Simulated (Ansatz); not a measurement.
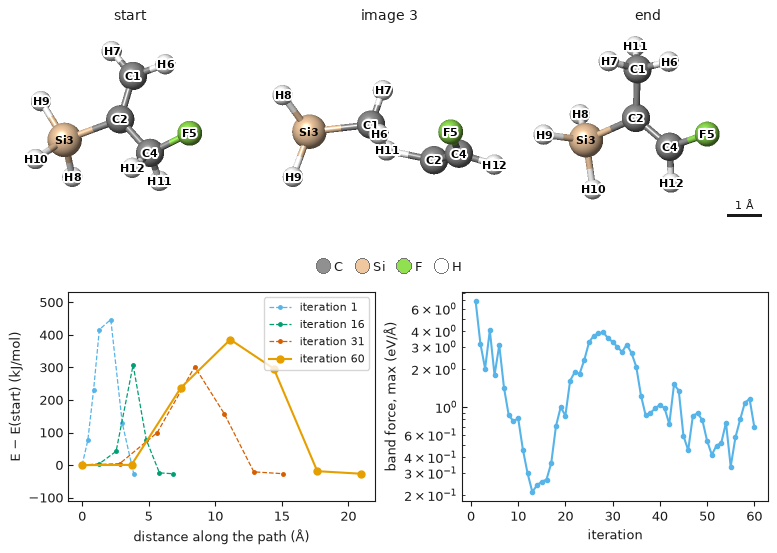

NEB run on C$_{3}$H$_{7}$FSi. Images are numbered from 0 (start) to 6 (end). The plot follows the band through its iterations. Style: ball-and-stick. Shown from a free direction.

Method: RKS r2SCAN-D4/cc-pVDZ in Ansatz 0.2.0. Set-up: 5 movable images; climbing image; force threshold 0.05 eV/Å; iteration limit 60; starting path through a guess of the saddle point.

### Judge this run.

The result isn't final. The band hadn't converged when the run stopped after 60 iterations. The largest component of the band force went from 6.9 to 0.69 eV/Å. The barrier read from it is provisional: over the last two iterations the highest image moved from 388.8 kJ/mol to 385.6 kJ/mol. The first iteration put the highest image at 447.3 kJ/mol. Forward barrier 385.6 kJ/mol, backward barrier 412.0 kJ/mol, with image 3 at the top; the reaction energy is −26.4 kJ/mol.
